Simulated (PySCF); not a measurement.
```json
{"atom": "F", "x (Å)": "2.7688", "y (Å)": "0.9845", "z (Å)": "1.9165"}
{"atom": "Si", "x (Å)": "3.0731", "y (Å)": "0.8098", "z (Å)": "0.3325"}
{"atom": "Si", "x (Å)": "1.2241", "y (Å)": "-0.2274", "z (Å)": "-0.5804"}
{"atom": "Si", "x (Å)": "-0.5084", "y (Å)": "-0.6529", "z (Å)": "0.8978"}
{"atom": "O", "x (Å)": "-1.9019", "y (Å)": "-0.5471", "z (Å)": "0.0688"}
{"atom": "Si", "x (Å)": "-3.1768", "y (Å)": "-0.0876", "z (Å)": "-0.8087"}
{"atom": "H", "x (Å)": "4.3235", "y (Å)": "0.0558", "z (Å)": "0.3460"}
{"atom": "H", "x (Å)": "3.3893", "y (Å)": "2.1777", "z (Å)": "-0.0705"}
{"atom": "H", "x (Å)": "1.7050", "y (Å)": "-1.4679", "z (Å)": "-1.2267"}
{"atom": "H", "x (Å)": "0.7918", "y (Å)": "0.5778", "z (Å)": "-1.7424"}
{"atom": "H", "x (Å)": "-0.5452", "y (Å)": "-2.0124", "z (Å)": "1.4477"}
{"atom": "H", "x (Å)": "-0.6280", "y (Å)": "0.3096", "z (Å)": "1.9981"}
{"atom": "H", "x (Å)": "-3.1429", "y (Å)": "-0.9076", "z (Å)": "-2.0177"}
{"atom": "H", "x (Å)": "-4.3580", "y (Å)": "-0.3386", "z (Å)": "0.0130"}
{"atom": "H", "x (Å)": "-3.0188", "y (Å)": "1.3343", "z (Å)": "-1.1129"}
```

Geometry: GFN2-xTB.

All numbers below come from wB97X-D/def2-SVPD, SCF density, gas phase (PySCF 2.14.0).

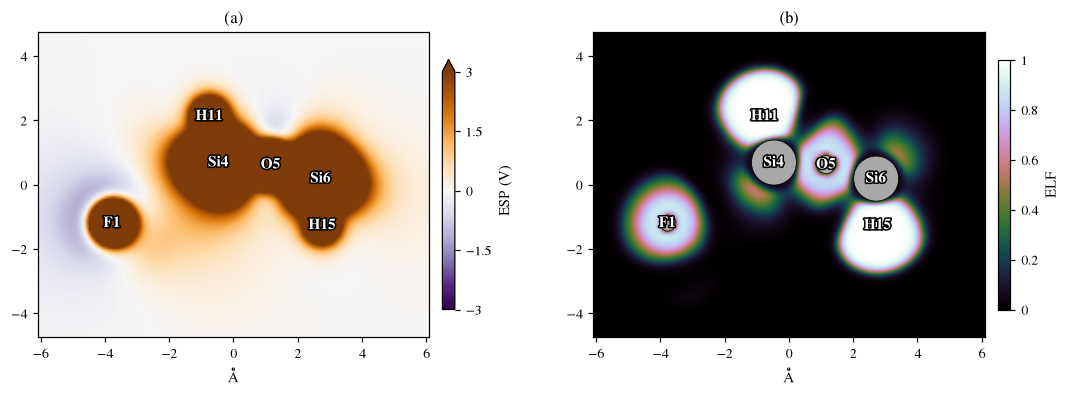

FH₉OSi₄. (a) electrostatic potential; (b) ELF on the plane of atoms O5, Si4 and H11. Grey discs cover the atomic cores in the ELF map.

What do the fields say about this system?

Answer. The plane passes through F, Si, O and H nuclei. Si–O (1.61 Å): the ELF peaks at about 0.85 between the atoms: a short, strongly polar bond. Si–H (1.47 Å): the ELF climbs to about 1 towards the hydrogen, as it does in any bond to H. The ELF also peaks beside F1 and O5, away from the bonds: lone-pair regions. Outside the dense part of the molecule the potential is most negative (−1.1 V) near F1.
